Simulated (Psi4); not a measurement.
# InH2F (SMILES [F][InH2]) at M06-2X/def2-TZVPP (core potential, sweep point 4)

Aim: the vertical ionisation energy of InH2F at M06-2X/def2-TZVPP (core potential, sweep point 4), from 2 runs. 

The calculation is run with Psi4 1.11.

**1. The molecule**

The species is InH2F (4 atoms), meant as a singlet with charge 0. SMILES: `[F][InH2]`. The shape is that of a PBE0-D4/def2-TZVP optimisation.

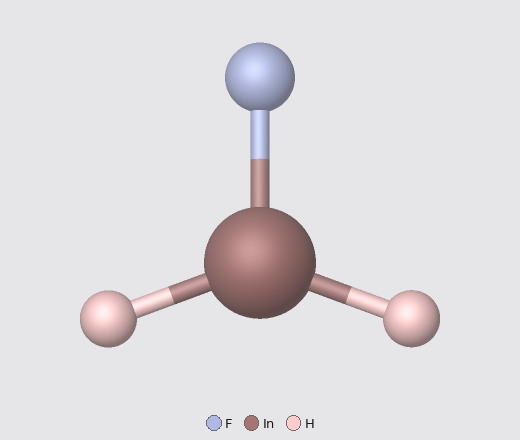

Viewed from a chosen angle; fluorine light blue, indium brown, hydrogen pink.

**2. The energy at M06-2X/def2-TZVPP (core potential, sweep point 4)**

Contents of job.inp:

```
memory 1.6 GB

molecule {
  0 1
  F     -1.631800    -0.629400     0.188600
  In     0.194400     0.052300    -0.026300
  H      1.304300    -0.965100     0.767900
  H      0.188600     1.481900    -0.950400
  units angstrom
  symmetry c1
}

set puream true
set scf_type pk
set dft_radial_points 99
set dft_spherical_points 590

e_tot, wfn = energy('m06-2x/def2-TZVPP', return_wfn=True)
```

Started as:

```bash
$ psi4 -i job.inp -o job.out -n 1
```

job.out, cut to the lines that bear on the results:

```text
[...]
    !!!  WARNING: ECP capability is in beta. Please check occupations closely.  !!!
[...]
  Running in c1 symmetry.
[...]
  Nuclear repulsion =   67.384355870191271
[...]
  Multiplicity = 1
[...]
  Nalpha       = 16
  Nbeta        = 16
[...]
    Number of basis functions: 109
[...]
   @RKS iter   1:  -290.97943628240944   -1.14142e+00   5.76416e-03 DIIS/ADIIS
[...]
   @RKS iter   8:  -291.11969294690022   -2.05166e-08   3.39679e-07 DIIS
[...]
    Orbital Energies [Eh]
    ---------------------
    Doubly Occupied:
       1A    -25.154618     2A     -4.901925     3A     -3.285942
       4A     -3.274151     5A     -3.272973     6A     -1.224604
       7A     -0.906648     8A     -0.900398     9A     -0.897319
      10A     -0.893599    11A     -0.891652    12A     -0.513401
      13A     -0.446237    14A     -0.439478    15A     -0.415848
      16A     -0.366354
[...]
  @RKS Final Energy:  -291.11969294690022
   => Energetics <=
    Nuclear Repulsion Energy =             67.3843558701912713
    One-Electron Energy =                -610.3706201230820625
    Two-Electron Energy =                 265.3653953453357417
    DFT Exchange-Correlation Energy =     -13.4988240393451768
    Empirical Dispersion Energy =           0.0000000000000000
    VV10 Nonlocal Energy =                  0.0000000000000000
    Total Energy =                       -291.1196929469002157
[...]
 Multipole Moments:
 ------------------------------------------------------------------------------------
     Multipole            Electronic (a.u.)      Nuclear  (a.u.)        Total (a.u.)
 ------------------------------------------------------------------------------------
 L = 1.  Multiply by 2.5417464519 to convert [e a0] to [Debye]
 Dipole X            :         15.2226514          -14.0316850            1.1909665
 Dipole Y            :          5.6823382           -5.2377961            0.4445421
 Dipole Z            :         -1.7913866            1.6512309           -0.1401557
 Magnitude           :                                                    1.2789302
[...]
```

It took 17 s on 1 thread of Intel Xeon Platinum 8488C (Sapphire Rapids), shared host; peak memory 0.57 GiB.

**3. The doublet cation, same level**

Contents of calc.inp:

```
memory 1600 mb

molecule molecule1 {
  1 2
  F     -1.631800    -0.629400     0.188600
  In     0.194400     0.052300    -0.026300
  H      1.304300    -0.965100     0.767900
  H      0.188600     1.481900    -0.950400
  symmetry c1
}

set globals {
  basis def2-TZVPP
  reference uks
  puream true
  scf_type pk
  dft_radial_points 99
  dft_spherical_points 590
  maxiter 150
}

e = energy("m06-2x")
print_variables()
```

Started as:

```bash
$ psi4 -n 1 calc.inp calc.out
```

calc.out, cut to the lines that bear on the results:

```text
[...]
    !!!  WARNING: ECP capability is in beta. Please check occupations closely.  !!!
[...]
  Running in c1 symmetry.
[...]
  Nuclear repulsion =   67.384355870191271
[...]
  Multiplicity = 2
[...]
  Nalpha       = 16
  Nbeta        = 15
[...]
    Number of basis functions: 109
[...]
   @UKS iter   1:  -290.56519645380905   -7.27179e-01   5.48554e-03 DIIS/ADIIS
[...]
   @UKS iter  12:  -290.70021627814543   -1.74130e-07   4.81350e-07 DIIS
[...]
   @S^2 Observed:                7.805508888E-01
[...]
    Orbital Energies [Eh]
    ---------------------
    Alpha Occupied:
       1A    -25.419869     2A     -5.184578     3A     -3.564313
       4A     -3.562048     5A     -3.554766     6A     -1.481129
       7A     -1.193245     8A     -1.180838     9A     -1.180112
      10A     -1.175724    11A     -1.170284    12A     -0.792952
      13A     -0.720131    14A     -0.687405    15A     -0.686406
      16A     -0.679059
    Alpha Virtual:
      17A     -0.272485    18A     -0.245231    19A     -0.191232
      20A     -0.101946    21A     -0.074091    22A     -0.071159
      23A     -0.068788    24A     -0.052976    25A     -0.024726
[...]
  @UKS Final Energy:  -290.70021627814543
   => Energetics <=
    Nuclear Repulsion Energy =             67.3843558701912713
    One-Electron Energy =                -601.6398149179706252
    Two-Electron Energy =                 256.8946163745794706
    DFT Exchange-Correlation Energy =     -13.3393736049455356
    Empirical Dispersion Energy =           0.0000000000000000
    VV10 Nonlocal Energy =                  0.0000000000000000
    Total Energy =                       -290.7002162781454331
[...]
 Multipole Moments:
 ------------------------------------------------------------------------------------
     Multipole            Electronic (a.u.)      Nuclear  (a.u.)        Total (a.u.)
 ------------------------------------------------------------------------------------
 L = 1.  Multiply by 2.5417464519 to convert [e a0] to [Debye]
 Dipole X            :         15.7893781          -14.0316850            1.7576931
 Dipole Y            :          5.8940853           -5.2377961            0.6562892
 Dipole Z            :         -1.8581788            1.6512309           -0.2069479
 Magnitude           :                                                    1.8875985
[...]
```

Wall time 32 s (1 thread of Intel Xeon Platinum 8488C (Sapphire Rapids), shared host); peak memory 0.57 GiB.

**4. What came out**

Level: M06-2X/def2-TZVPP (core potential, sweep point 4).

| quantity | value |
| --- | --- |
| singlet InH2F: total energy | -291.11969 Eh |
| singlet InH2F: dipole moment | 3.25 D |
| singlet InH2F: HOMO energy | -9.97 eV |
| singlet InH2F: LUMO energy | -1.39 eV |
| singlet InH2F: HOMO–LUMO gap | 8.58 eV |
| doublet cation: total energy | -290.70022 Eh |
| doublet cation: HOMO energy (highest over α and β) | -17.55 eV |
| doublet cation: LUMO energy (lowest over α and β) | -12.86 eV |
| doublet cation: ⟨S²⟩ | 0.781 |
| vertical ionisation energy (to the doublet cation) | 11.415 eV |

**Reading.** The vertical ionisation energy comes to 11.41 eV (263 kcal/mol). The negative HOMO energy of the first species, 9.97 eV, lies 1.45 eV below that difference.
